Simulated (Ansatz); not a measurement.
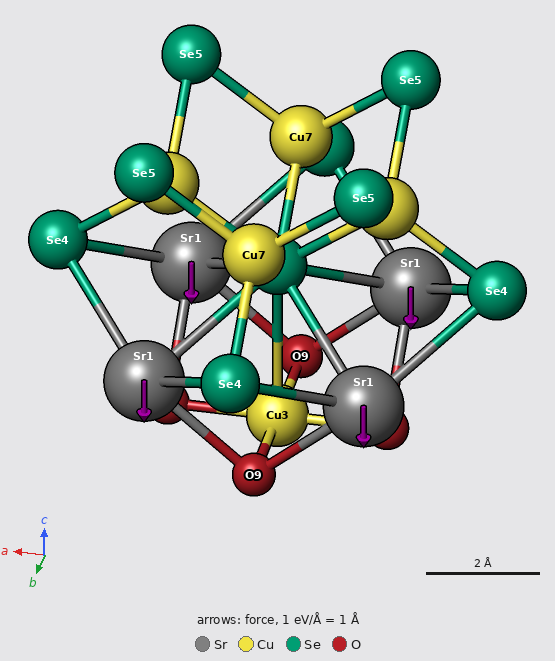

Starting geometry of solid Sr2Cu3Se2O2 (a generated structure, set up in I4/mmm) with the computed forces as purple arrows. The picture is a ball-and-stick view of the atoms within 4.2 Å of the atom that moves most (axes of the conventional cell (2 times the calculation's cell)), seen from a free direction. Lengths and directions refer to the drawn axes.

The start is a swapped structure.

These are results of DFT, PAW plane waves, PBEsol (Ansatz 0.2.0), not measurements. (plane-wave cutoff 420 eV; k-point mesh 6 × 6 × 6; occupations fermi dirac; smearing width 0.1 eV; no spin polarisation; cell and atoms relaxed; at most 80 steps)

**Is this structure relaxed? If not, where do the atoms go?**

It isn't relaxed: the largest force vector, on Sr atoms, is 0.89 eV/Å. The final displacements have little in common with the starting forces (cosine between the two patterns −0.03). The largest moves relative to the cell, 0.10 Å, are those of Se atoms. Sr and Cu and O stay in place. The volume changes by −16.7 %, with a = b 3.983 → 3.810 Å (−4.3 %), c 18.511 → 16.851 Å (−9.0 %). Some distances before and after: Cu–Se 3.165 → 2.780 Å, Se–Sr 3.173 → 2.960 Å, Cu–Sr 3.292 → 3.111 Å, O–Sr 2.622 → 2.459 Å. The space group stays I4/mmm (No. 139). After 7 accepted moves (9 points after the start) the energy has risen by 125 meV per atom. With the target pressure of 20 GPa, the enthalpy E + pV changes by −214 meV per atom. The largest force component goes from 0.89 to 0.0001 eV/Å. Pressure: −1.88 GPa at the start and 20.00 GPa at the end. At 2 points the geometry stayed and the basis and grid were re-selected for the new cell (energy shift of 2.1 meV per atom at most each time). Cost: 2.1 min on 2 threads of Arm Neoverse V2, on a shared host, peak memory 0.63 GiB.
